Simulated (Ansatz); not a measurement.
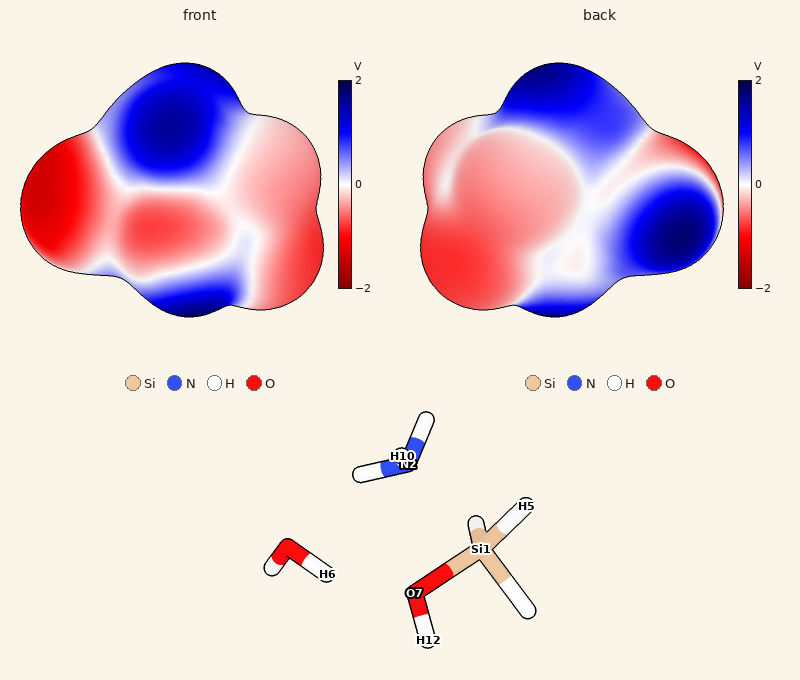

Figure. H4OSi···NH3···H2O. The electrostatic potential painted on the density surface at 0.001 e/bohr³, seen from the front and from behind; the colour scale runs from red (negative) to blue (positive). The bare structure is drawn below in the same view.

The product side of a reaction path; geometry: PBE0-D4/def2-TZVP.

Theory: RKS PBE0-D4/def2-TZVPP (Ansatz).

```xyz
13

Si    0.6372    1.0894    0.6545
N     0.4871   -1.1243    0.6096
H     0.7273    2.6044    0.5598
H    -0.4220    0.9440    1.6926
H     2.0144    0.7756    1.1316
H    -1.1014   -0.3579   -1.4107
O     0.2239    0.8412   -0.9712
H    -0.3958   -1.4301    0.1952
O    -1.6534   -1.1591   -1.3468
H     1.2365   -1.5239    0.0557
H     0.5627   -1.4892    1.5514
H     0.2433    1.6824   -1.4339
H    -2.5598   -0.8523   -1.2877
```

Describe the electrostatic potential map.

The most negative region (about −1.3 V) lies over O9, the most positive (about +1.8 V) over H12 and H13. O9 is the likeliest acceptor of a hydrogen bond.
